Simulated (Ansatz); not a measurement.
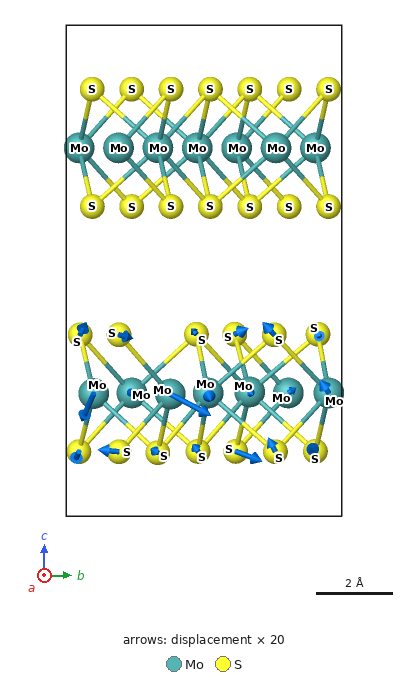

A relaxation of a defect cell of composition Mo14S27 (cell charge −1). The starting structure is drawn; blue arrows show the displacements, 20 times their true length.

Style: ball-and-stick. Shown: the cell of the calculation, along the a axis.

Case: S vacancy (site f), charge -1, atoms relaxed at the host's cell.

Computed with Ansatz 0.2.0, DFT r2SCAN, scalar-relativistic, plane waves, PAW. Set-up: plane-wave cutoff 500 eV; k-point mesh 2 × 2 × 2; occupations gaussian; smearing width 0.01 eV; collinear spin; atoms relaxed in a fixed cell; force threshold 0.025 eV/Å; at most 45 steps.

Which element moves most?

Molybdenum: up to 0.069 Å, against 0.042 Å for sulfur.

What did the optimiser do to the structure, and how much energy did it gain?

Over 3 accepted moves (4 points after the start) the energy falls by 78.0 meV per cell of the calculation. Largest force component: 0.64 eV/Å at the start, 0.02 eV/Å at the end. The line search rejected the trial step at point 1 of the run. A Mo atom moves most: 0.069 Å along [3 3 −1]. Largest moves by element: Mo 0.069 Å, S 0.042 Å. The cell doesn't change. Among the contacts that change: Mo–S 2.431 → 2.398 Å, Mo–S 2.369 → 2.401 Å, Mo–S 2.393 → 2.368 Å, Mo–S 2.393 → 2.415 Å. Bond angles that change, for instance: Mo–S–Mo 81.8° → 85.2°, S–Mo–S 136.2° → 133.4°, S–Mo–S 81.9° → 84.2°. The program noted that the starting moments weren't kept. Cost: 18 min on 8 threads of Intel(R) Xeon(R) Platinum 8259CL CPU @ 2.50GHz (Skylake/Cascade Lake), with other jobs on the host, peak memory 10 GiB.

Limits of the set-up: the periodic images lie only 8.4 Å apart, so the values are limited by the cell's size; the cell is charged, on a uniform background, and energies carry no finite-size correction.
